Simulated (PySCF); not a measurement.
# SVWN5/def2-TZVPPD run of NH3 (SMILES N)

What is the energy change on altering one bond length of NH3 at SVWN5/def2-TZVPPD? The job is set up through a Python script.

Program for the calculation: PySCF 2.14.0.

4 further runs of the same task are left out: 4 set aside as unsound or not needed.

### 1 The molecule

The species is NH3 (4 atoms), meant as a singlet with charge 0. SMILES: `N`. The coordinates come from a GFN2-xTB relaxation.

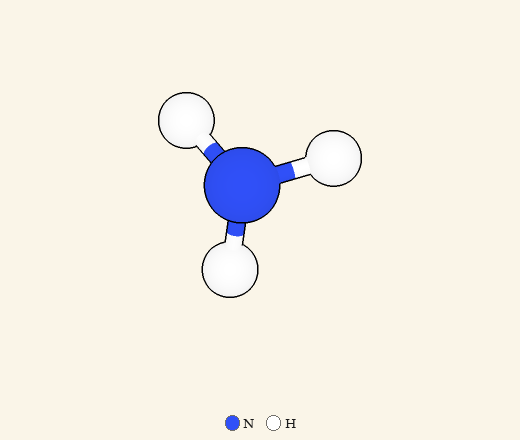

The structure, seen from a chosen angle (nitrogen blue, hydrogen white).

### 2 The energy at SVWN5/def2-TZVPPD

The input, run.py:

```python
# N
from pyscf import gto, dft

molecule = gto.Mole()
molecule.atom = 'N -0.068160 0.242830 0.108060; H 0.491930 -0.300470 0.753380; H -0.891960 -0.300620 -0.118350; H 0.468190 0.358250 -0.743090'
molecule.max_memory = 1860
molecule.verbose = 3
molecule.basis = 'def2-tzvppd'
molecule.build()

calc0 = dft.RKS(molecule)
calc0.xc = 'svwn'
calc0.conv_tol = 1e-10
calc0.grids.level = 5
calc0.kernel()
if not calc0.converged:
    calc0 = calc0.newton().run(calc0.mo_coeff, calc0.mo_occ)

energy = calc0.e_tot
print('E(%s) = %.9f' % ('SVWN5', energy))
```

Run with:

```sh
OMP_NUM_THREADS=1 python run.py
```

Standard output:

```text
converged SCF energy = -56.1054368693242
E(SVWN5) = -56.105436869
```

Wall time 4.2 s (1 thread of Arm Neoverse V1, shared host); peak memory 0.29 GiB.

### 3 The distorted shape

The input, input.py:

```python
from pyscf import gto, dft

system = gto.Mole()
system.atom = '''
N     -0.635613     0.349819     1.008477
H      0.422804    -0.676870     2.227955
H     -2.192370    -0.677153     0.580624
H      0.884751     0.676994    -1.404237
'''
system.unit = 'bohr'
system.max_memory = 1860
system.basis = 'def2-tzvppd'
system.verbose = 3
system.build()

mf = dft.RKS(system)
mf.xc = 'svwn'
mf.conv_tol = 1e-10
mf.grids.level = 5
mf.kernel()
if not mf.converged:
    mf = mf.newton().run(mf.mo_coeff, mf.mo_occ)

e_final = mf.e_tot
print('E = %.10f Eh' % e_final)
```

Run with:

```sh
OMP_NUM_THREADS=1 python input.py
```

Standard output:

```text
converged SCF energy = -56.0260150019246
E = -56.0260150019 Eh
```

Run time: 4.8 s. Hardware: 1 thread of Arm Neoverse V1, shared host; peak memory 0.29 GiB.

### 4 Summary of results

Level: SVWN5/def2-TZVPPD.

| quantity | value |
| --- | --- |
| first shape: total energy | -56.10544 Eh |
| first shape: dipole moment | 1.48 D |
| first shape: HOMO energy | -6.18 eV |
| first shape: LUMO energy | -0.32 eV |
| first shape: HOMO–LUMO gap | 5.87 eV |
| distorted shape: total energy | -56.02602 Eh |
| distorted shape: dipole moment | 1.40 D |
| distorted shape: HOMO energy | -6.16 eV |
| distorted shape: LUMO energy | -2.26 eV |
| distorted shape: HOMO–LUMO gap | 3.90 eV |
| energy change with the N1–H4 bond stretched from 1.013 to 1.519 Å | 2.161 eV |

In words: One bond (distorted shape) is far stretched, which a spin-restricted single reference describes badly; a broken-symmetry solution may lie lower. With the N1–H4 bond stretched from 1.013 to 1.519 Å the energy rises by 2.16 eV (209 kJ/mol). The first shape isn't relaxed at this level, so the change isn't measured from a minimum. A restricted reference can't describe the breaking bond well at this length. Mulliken charges (first shape) run from -0.37 on N1 to +0.12 on H2; in a basis this large or diffuse they mean little.
